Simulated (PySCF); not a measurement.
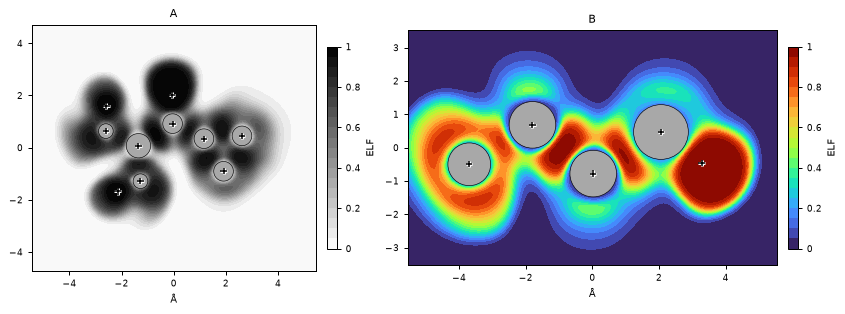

The electron localisation function of 2 systems, each on a plane through atoms (crosses mark nuclei in the plane; grey discs cover the cores).

The calculation used B3LYP/def2-SVPD, SCF density, gas phase (PySCF 2.14.0).

System 1: C5H9BO2, the plane of atoms B6, O7 and H16. Geometry: PBE0-D3(BJ)/def2-SVP.

```xyz
17

C    -1.5856   -0.8176   -1.1546
C    -1.1116   -0.8100    0.2759
C    -1.6671    0.1864    1.2965
C    -0.2992    0.2911    0.7854
C     0.8659    0.9355    0.7252
B     2.0217    0.4423   -0.1984
O     1.8462   -0.6733   -0.9605
O     3.2273    1.0855   -0.2895
H    -2.5014   -1.4182   -1.2710
H    -1.7999    0.2054   -1.5001
H    -0.8043   -1.2326   -1.8086
H    -0.8667   -1.8003    0.6822
H    -2.4063    0.9195    0.9513
H    -1.8248   -0.1558    2.3255
H     0.9826    1.8320    1.3498
H     2.6351   -0.8594   -1.4816
H     3.2771    1.8626    0.2732
```

System 2: BrGeH7Si2 (SMILES [GeH3][SiH2][SiH2]Br), the plane of atoms Si2, Ge1 and H7. Geometry: PBE0-D3(BJ)/def2-SVP.

```xyz
11

Ge   -2.0368    0.0111    0.0015
Si    0.1493   -0.6840    0.6552
Si    1.7527    0.5372   -0.5322
Br    3.7959   -0.1073    0.1082
H    -2.2053    1.5210    0.2533
H    -2.2437   -0.2598   -1.5002
H    -3.1127   -0.7486    0.7981
H     0.3370   -2.1372    0.3553
H     0.3516   -0.4562    2.1192
H     1.6308    0.2996   -2.0009
H     1.6274    2.0008   -0.2676
```

> Match each panel to its system.

Panel A is system 1, C5H9BO2: the plane holds C, B, O and H. C–C (1.33 Å): the ELF peaks at about 0.90 between the atoms; a multiple bond. Panel B is system 2, BrGeH7Si2: the plane holds Ge, Si, Br and H. Si–Br (2.24 Å): the ELF peaks at about 0.85 between the atoms, as expected for a polar covalent bond.
